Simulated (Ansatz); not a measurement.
## Molecular dynamics, with input and output: C4H9Cl3Ge (part 1 of 2)

C4H9Cl3Ge, computed with RKS revPBE-d4/6-31G* (Ansatz 0.2.0).

The geometry comes from this level: PBE0-D4/def2-TZVP. Figures and captions count atoms from 1; the log counts them from 0 in places.

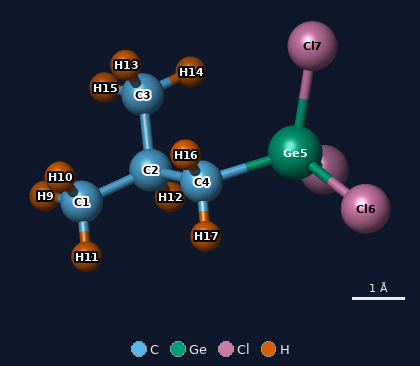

**Figure 1.** The structure as given in the input (ball-and-stick view, seen at a tilt; atoms are numbered from 1 in the order of the input). Sticks mark near contacts. Bond lengths as drawn: Cl–Ge 2.14 Å, C–C 1.52 to 1.53 Å, C–Ge 1.94 Å and C–H 1.09 to 1.10 Å.

### Results in brief

- outcome: finished
- mean temperature over the second half: 665 K
- trajectory: 50 steps, 25 fs
- ensemble: nve
- temperature in the input: 1000 K
- time step: 0.5 fs
- potential energy (last step): −98364.2094 eV
- mean-field energy (last step): −98362.7163 eV
- dispersion energy (last step): −1.4932 eV
- SCF solution under orbital rotations (last step): stable
- largest force (length of the vector) (last step): 2.575 eV/Å
- dipole moment (last step): 3.82 D
- hardware: 5 CPU threads, shared host
- wall time: 3.3 min (CPU time 8.6 min)
- peak memory: 0.38 GiB

So short a trajectory is not equilibrated.

### Input
```yaml
crystal:
  periodic: [false, false, false]
  atoms:
    - {symbol: C, position_ang: [-0.184246, -1.966970, 0.694279]}
    - {symbol: C, position_ang: [-0.325028, -0.647346, -0.053635]}
    - {symbol: C, position_ang: [-1.507891, 0.152511, 0.470656]}
    - {symbol: C, position_ang: [0.984283, 0.131313, 0.042077]}
    - {symbol: Ge, position_ang: [1.059842, 1.773506, -0.991642]}
    - {symbol: Cl, position_ang: [3.088996, 2.270071, -1.455046]}
    - {symbol: Cl, position_ang: [0.237115, 3.463398, 0.031422]}
    - {symbol: Cl, position_ang: [0.011117, 1.590706, -2.848996]}
    - {symbol: H, position_ang: [-1.097193, -2.560836, 0.607102]}
    - {symbol: H, position_ang: [-0.000087, -1.792077, 1.758648]}
    - {symbol: H, position_ang: [0.644267, -2.562668, 0.303656]}
    - {symbol: H, position_ang: [-0.507016, -0.873615, -1.110537]}
    - {symbol: H, position_ang: [-1.349582, 0.445426, 1.512995]}
    - {symbol: H, position_ang: [-1.679646, 1.063715, -0.107536]}
    - {symbol: H, position_ang: [-2.423200, -0.441411, 0.425152]}
    - {symbol: H, position_ang: [1.200441, 0.419038, 1.076368]}
    - {symbol: H, position_ang: [1.828727, -0.465261, -0.314661]}
basis:
  gaussian: {orbitals: "6-31G*"}
hamiltonian: {xc: {name: revPBE}, dispersion: d4}
md: {timestep: 0.5 fs, n_steps: 50, ensemble: nve, temperature: 1000, initial_velocities: maxwell_boltzmann, seed: 303}
```

Launched with:
```bash
ansatz run in.yaml --threads 5 --pin off --events-out ev --progress --plain --max-ram 66560MiB --backend cpu
```

### Output
```
Functional definition: revPBE
  name "revPBE"
  cite "Zhang & Yang, Phys. Rev. Lett. 80, 890 (1998) doi:10.1103/PhysRevLett.80.890"
  cite "Perdew, Burke & Ernzerhof, Phys. Rev. Lett. 77, 3865 (1996) doi:10.1103/PhysRevLett.77.3865"
  parameter kappa = 1.245
  parameter beta = 0.06672455060314922
  exchange = pbe_x(kappa = kappa, mu = beta*pi^2/3)
  correlation = pbe_c(beta = beta)
2104 factors; their error is unknown
mean field evaluation 1: about -98351.5523 eV, gradient 7.1e1 eV
mean field evaluation 2: about -98327.4254 eV, gradient 1.2e2 eV
mean field evaluation 4: about -98363.4812 eV, gradient 6.9e0 eV
mean field evaluation 8: about -98363.6000 eV, gradient 2.4e-1 eV
mean field evaluation 16: about -98363.4981 eV, gradient 3.1e-3 eV
mean field -98363.49814638 eV, -3614.7918837056 hartree, gradient 4.6e-5 eV, S^2 0.000000; 0 other end points of the search recorded, 0 dependent functions left out
the calculation of the forces begins
reference -98363.49819279 eV, -3614.7918854111 hartree; 58, 58 occupied and 112, 112 virtual orbitals, 2104 factors
md step     0: t =     0.00 fs  T =  1000.0 K  F+E_penalty+E_count = -98365.03582791 eV  E_kin = 1.938900 eV  conserved = -98363.09692793 eV  (30 SCF iters)
these checks for a lower state are left out or cut short: starts, cluster_reference, orbital_swaps, neighbouring_geometries, increment
2104 factors; their error is unknown
mean field -98363.46305421 eV, -3614.7905940924 hartree, gradient 8.1e-6 eV, S^2 0.000000; 0 other end points of the search recorded, 0 dependent functions left out
the calculation of the forces begins
reference -98363.46310063 eV, -3614.7905957980 hartree; 58, 58 occupied and 112, 112 virtual orbitals, 2104 factors
md step     1: t =     0.50 fs  T =   983.5 K  F+E_penalty+E_count = -98365.00285090 eV  E_kin = 1.906950 eV  conserved = -98363.09590078 eV  (31 SCF iters, 3 dispersion substeps)
[... from here on the SCF iterations and repeated set-up lines of each step are left out, up to the last step ...]
md step     2: t =     1.00 fs  T =   933.2 K  F+E_penalty+E_count = -98364.90348569 eV  E_kin = 1.809461 eV  conserved = -98363.09402487 eV  (30 SCF iters, 3 dispersion substeps)
md step     3: t =     1.50 fs  T =   862.8 K  F+E_penalty+E_count = -98364.76497511 eV  E_kin = 1.672951 eV  conserved = -98363.09202374 eV  (30 SCF iters, 3 dispersion substeps)
md step     4: t =     2.00 fs  T =   787.6 K  F+E_penalty+E_count = -98364.61748518 eV  E_kin = 1.527050 eV  conserved = -98363.09043553 eV  (30 SCF iters, 3 dispersion substeps)
md step     5: t =     2.50 fs  T =   720.0 K  F+E_penalty+E_count = -98364.48559540 eV  E_kin = 1.396092 eV  conserved = -98363.08950292 eV  (30 SCF iters, 3 dispersion substeps)
md step     6: t =     3.00 fs  T =   667.9 K  F+E_penalty+E_count = -98364.38419252 eV  E_kin = 1.294999 eV  conserved = -98363.08919354 eV  (30 SCF iters, 3 dispersion substeps)
md step     7: t =     3.50 fs  T =   634.0 K  F+E_penalty+E_count = -98364.31859151 eV  E_kin = 1.229269 eV  conserved = -98363.08932296 eV  (30 SCF iters, 3 dispersion substeps)
md step     8: t =     4.00 fs  T =   617.6 K  F+E_penalty+E_count = -98364.28708220 eV  E_kin = 1.197369 eV  conserved = -98363.08971300 eV  (30 SCF iters, 3 dispersion substeps)
md step     9: t =     4.50 fs  T =   615.5 K  F+E_penalty+E_count = -98364.28359478 eV  E_kin = 1.193315 eV  conserved = -98363.09027950 eV  (30 SCF iters, 3 dispersion substeps)
md step    10: t =     5.00 fs  T =   623.1 K  F+E_penalty+E_count = -98364.29911181 eV  E_kin = 1.208089 eV  conserved = -98363.09102307 eV  (30 SCF iters, 3 dispersion substeps)
md step    11: t =     5.50 fs  T =   634.4 K  F+E_penalty+E_count = -98364.32196266 eV  E_kin = 1.230021 eV  conserved = -98363.09194120 eV  (31 SCF iters, 3 dispersion substeps)
md step    12: t =     6.00 fs  T =   642.3 K  F+E_penalty+E_count = -98364.33830017 eV  E_kin = 1.245395 eV  conserved = -98363.09290517 eV  (31 SCF iters, 3 dispersion substeps)
md step    13: t =     6.50 fs  T =   640.0 K  F+E_penalty+E_count = -98364.33444819 eV  E_kin = 1.240864 eV  conserved = -98363.09358458 eV  (31 SCF iters, 3 dispersion substeps)
md step    14: t =     7.00 fs  T =   623.4 K  F+E_penalty+E_count = -98364.30213547 eV  E_kin = 1.208644 eV  conserved = -98363.09349101 eV  (31 SCF iters, 3 dispersion substeps)
md step    15: t =     7.50 fs  T =   594.9 K  F+E_penalty+E_count = -98364.24563413 eV  E_kin = 1.153374 eV  conserved = -98363.09225973 eV  (31 SCF iters, 3 dispersion substeps)
md step    16: t =     8.00 fs  T =   565.4 K  F+E_penalty+E_count = -98364.18638097 eV  E_kin = 1.096247 eV  conserved = -98363.09013361 eV  (32 SCF iters, 3 dispersion substeps)
md step    17: t =     8.50 fs  T =   551.9 K  F+E_penalty+E_count = -98364.15823376 eV  E_kin = 1.070011 eV  conserved = -98363.08822293 eV  (32 SCF iters, 3 dispersion substeps)
md step    18: t =     9.00 fs  T =   568.6 K  F+E_penalty+E_count = -98364.19043930 eV  E_kin = 1.102509 eV  conserved = -98363.08793038 eV  (32 SCF iters, 3 dispersion substeps)
md step    19: t =     9.50 fs  T =   617.6 K  F+E_penalty+E_count = -98364.28721806 eV  E_kin = 1.197473 eV  conserved = -98363.08974502 eV  (31 SCF iters, 3 dispersion substeps)
md step    20: t =    10.00 fs  T =   685.0 K  F+E_penalty+E_count = -98364.42092085 eV  E_kin = 1.328216 eV  conserved = -98363.09270501 eV  (31 SCF iters, 3 dispersion substeps)
md step    21: t =    10.50 fs  T =   748.3 K  F+E_penalty+E_count = -98364.54606551 eV  E_kin = 1.450853 eV  conserved = -98363.09521211 eV  (31 SCF iters, 3 dispersion substeps)
md step    22: t =    11.00 fs  T =   787.4 K  F+E_penalty+E_count = -98364.62295274 eV  E_kin = 1.526736 eV  conserved = -98363.09621661 eV  (31 SCF iters, 3 dispersion substeps)
md step    23: t =    11.50 fs  T =   793.4 K  F+E_penalty+E_count = -98364.63396059 eV  E_kin = 1.538319 eV  conserved = -98363.09564188 eV  (30 SCF iters, 3 dispersion substeps)
md step    24: t =    12.00 fs  T =   769.3 K  F+E_penalty+E_count = -98364.58561464 eV  E_kin = 1.491538 eV  conserved = -98363.09407679 eV  (30 SCF iters, 3 dispersion substeps)
md step    25: t =    12.50 fs  T =   726.2 K  F+E_penalty+E_count = -98364.50028428 eV  E_kin = 1.408002 eV  conserved = -98363.09228210 eV  (30 SCF iters, 3 dispersion substeps)
md step    26: t =    13.00 fs  T =   677.7 K  F+E_penalty+E_count = -98364.40475754 eV  E_kin = 1.313926 eV  conserved = -98363.09083203 eV  (30 SCF iters, 3 dispersion substeps)
md step    27: t =    13.50 fs  T =   635.0 K  F+E_penalty+E_count = -98364.32125324 eV  E_kin = 1.231280 eV  conserved = -98363.08997293 eV  (30 SCF iters, 3 dispersion substeps)
md step    28: t =    14.00 fs  T =   605.3 K  F+E_penalty+E_count = -98364.26326970 eV  E_kin = 1.173607 eV  conserved = -98363.08966292 eV  (31 SCF iters, 3 dispersion substeps)
md step    29: t =    14.50 fs  T =   591.1 K  F+E_penalty+E_count = -98364.23583499 eV  E_kin = 1.146108 eV  conserved = -98363.08972670 eV  (31 SCF iters, 3 dispersion substeps)
md step    30: t =    15.00 fs  T =   592.1 K  F+E_penalty+E_count = -98364.23796606 eV  E_kin = 1.147954 eV  conserved = -98363.09001201 eV  (32 SCF iters, 3 dispersion substeps)
md step    31: t =    15.50 fs  T =   605.8 K  F+E_penalty+E_count = -98364.26498888 eV  E_kin = 1.174524 eV  conserved = -98363.09046506 eV  (31 SCF iters, 3 dispersion substeps)
md step    32: t =    16.00 fs  T =   628.4 K  F+E_penalty+E_count = -98364.30949426 eV  E_kin = 1.218381 eV  conserved = -98363.09111343 eV  (31 SCF iters, 3 dispersion substeps)
md step    33: t =    16.50 fs  T =   654.6 K  F+E_penalty+E_count = -98364.36115340 eV  E_kin = 1.269168 eV  conserved = -98363.09198545 eV  (31 SCF iters, 3 dispersion substeps)
md step    34: t =    17.00 fs  T =   677.5 K  F+E_penalty+E_count = -98364.40661457 eV  E_kin = 1.313608 eV  conserved = -98363.09300658 eV  (31 SCF iters, 3 dispersion substeps)
md step    35: t =    17.50 fs  T =   689.6 K  F+E_penalty+E_count = -98364.43101285 eV  E_kin = 1.337099 eV  conserved = -98363.09391396 eV  (31 SCF iters, 3 dispersion substeps)
md step    36: t =    18.00 fs  T =   684.9 K  F+E_penalty+E_count = -98364.42227103 eV  E_kin = 1.328024 eV  conserved = -98363.09424656 eV  (31 SCF iters, 3 dispersion substeps)
md step    37: t =    18.50 fs  T =   662.5 K  F+E_penalty+E_count = -98364.37806795 eV  E_kin = 1.284550 eV  conserved = -98363.09351822 eV  (31 SCF iters, 3 dispersion substeps)
md step    38: t =    19.00 fs  T =   629.7 K  F+E_penalty+E_count = -98364.31257835 eV  E_kin = 1.220944 eV  conserved = -98363.09163474 eV  (31 SCF iters, 3 dispersion substeps)
md step    39: t =    19.50 fs  T =   602.1 K  F+E_penalty+E_count = -98364.25679634 eV  E_kin = 1.167467 eV  conserved = -98363.08932917 eV  (31 SCF iters, 3 dispersion substeps)
md step    40: t =    20.00 fs  T =   597.6 K  F+E_penalty+E_count = -98364.24664664 eV  E_kin = 1.158616 eV  conserved = -98363.08803034 eV  (31 SCF iters, 3 dispersion substeps)
md step    41: t =    20.50 fs  T =   625.6 K  F+E_penalty+E_count = -98364.30172549 eV  E_kin = 1.212897 eV  conserved = -98363.08882892 eV  (32 SCF iters, 3 dispersion substeps)
md step    42: t =    21.00 fs  T =   679.9 K  F+E_penalty+E_count = -98364.40966843 eV  E_kin = 1.318246 eV  conserved = -98363.09142254 eV  (32 SCF iters, 3 dispersion substeps)
md step    43: t =    21.50 fs  T =   740.8 K  F+E_penalty+E_count = -98364.53069026 eV  E_kin = 1.436368 eV  conserved = -98363.09432185 eV  (31 SCF iters, 3 dispersion substeps)
md step    44: t =    22.00 fs  T =   785.7 K  F+E_penalty+E_count = -98364.61938224 eV  E_kin = 1.523299 eV  conserved = -98363.09608308 eV  (31 SCF iters, 3 dispersion substeps)
md step    45: t =    22.50 fs  T =   799.6 K  F+E_penalty+E_count = -98364.64651306 eV  E_kin = 1.550327 eV  conserved = -98363.09618637 eV  (31 SCF iters, 3 dispersion substeps)
md step    46: t =    23.00 fs  T =   780.2 K  F+E_penalty+E_count = -98364.60778766 eV  E_kin = 1.512805 eV  conserved = -98363.09498244 eV  (31 SCF iters, 3 dispersion substeps)
md step    47: t =    23.50 fs  T =   735.6 K  F+E_penalty+E_count = -98364.51943378 eV  E_kin = 1.426238 eV  conserved = -98363.09319597 eV  (31 SCF iters, 3 dispersion substeps)
md step    48: t =    24.00 fs  T =   678.8 K  F+E_penalty+E_count = -98364.40756578 eV  E_kin = 1.316071 eV  conserved = -98363.09149495 eV  (31 SCF iters, 3 dispersion substeps)
md step    49: t =    24.50 fs  T =   622.8 K  F+E_penalty+E_count = -98364.29790405 eV  E_kin = 1.207631 eV  conserved = -98363.09027278 eV  (31 SCF iters, 3 dispersion substeps)
these checks for a lower state are left out or cut short: starts, cluster_reference, orbital_swaps, neighbouring_geometries, increment
2104 factors; their error is unknown
mean field -98362.71620788 eV, -3614.7631479961 hartree, gradient 1.0e-5 eV, S^2 0.000000; 0 other end points of the search recorded, 0 dependent functions left out
the calculation of the forces begins
reference -98362.71625521 eV, -3614.7631497351 hartree; 58, 58 occupied and 112, 112 virtual orbitals, 2104 factors
2104 factors; their error is unknown
mean field evaluation 416: about -98362.8212 eV, gradient 2.7e-4 eV
mean field -98362.71620788 eV, -3614.7631479961 hartree, gradient 1.0e-5 eV, S^2 0.000000; 1 other end points of the search recorded, 0 dependent functions left out
the calculation of the forces begins
reference -98362.71625521 eV, -3614.7631497351 hartree; 58, 58 occupied and 112, 112 virtual orbitals, 2104 factors
md step    50: t =    25.00 fs  T =   577.5 K  F+E_penalty+E_count = -98364.20936449 eV  E_kin = 1.119735 eV  conserved = -98363.08962987 eV  (50 SCF iters, 3 dispersion substeps)
```
